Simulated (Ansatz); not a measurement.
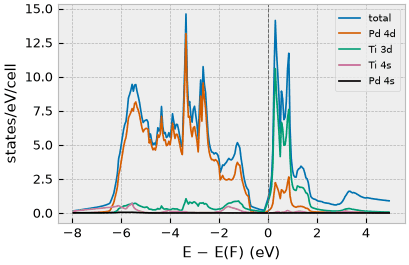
Total and projected density of states of TiPd₃ (Cu3Au type, Pm-3m), r²SCAN in the plane-wave PAW code Ansatz

**Question.** Which orbitals carry the states next to the Fermi level?

**Answer.** Within 0.5 eV of the Fermi level: Ti 3d 72 %, Pd 4d 16 %, outside the projected shells 11 %. Projections are on Löwdin-orthogonalised atomic valence shells; empty p or d shells of many metals are not among them.

**Question.** Where is the tallest occupied peak in this window, and what makes it?

**Answer.** Near -3.3 eV, about 15 states/eV per cell; the largest projected share is Pd 4d.

The workflow started from an entry of the Crystallography Open Database (COD). Its standing as an ambient phase is unchecked. The r²SCAN relaxation kept the symmetry of its start; whether a distortion lowers the energy is not shown. No spin polarisation was allowed. Spin–orbit coupling is left out wherever it is not named.

Potentials: the later of the program's two PAW sets.
